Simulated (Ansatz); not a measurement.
Electronic density of states of amorphous germanium selenide (Ge₁₂Se₄₈), density 4.70 g/cm³, on a 2×2×2 Γ-centred mesh with a Gaussian width of 0.1 eV; energies count from the Fermi level, whose place inside the gap is arbitrary. Cell and mesh are small, so fine structure isn't converged. Calculation: PBE, scalar-relativistic without spin-orbit coupling, PAW (Ansatz default set, large-core Se) (plane waves to 420 eV; Ansatz, an electronic-structure program). Sampling: a 2×2×2 Γ-centred mesh; Fermi-Dirac width 0.05 eV; no spin polarisation.

A CHGNet melt-quench gave the starting glass, which DFT then relaxed. It is a model cell: composition and starting density were chosen by hand, and all elements were melted together. No dispersion term was used. Its density started from a set value of 4.70 and ended at 4.70 g/cm³. The simulated quench (nominally 74 K/ps over its main leg) is rapid and tends to freeze in more defects than a deposited or slowly cooled glass has. A cell of this size samples the disorder only roughly. The volume was held where the preparation left it, at a PBE pressure of 1.8 GPa. Stress components on the final sampling reach 2.7 GPa. The cell is metastable: after charging and discharging, a neutral geometry 0.18 eV lower was met.

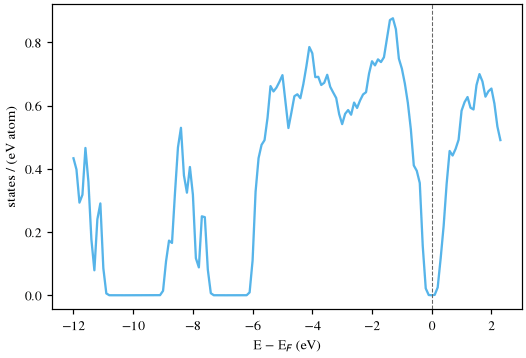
*Density of states per atom*

The gap on this mesh is 0.62 eV; the broadening fills part of it in the curve.
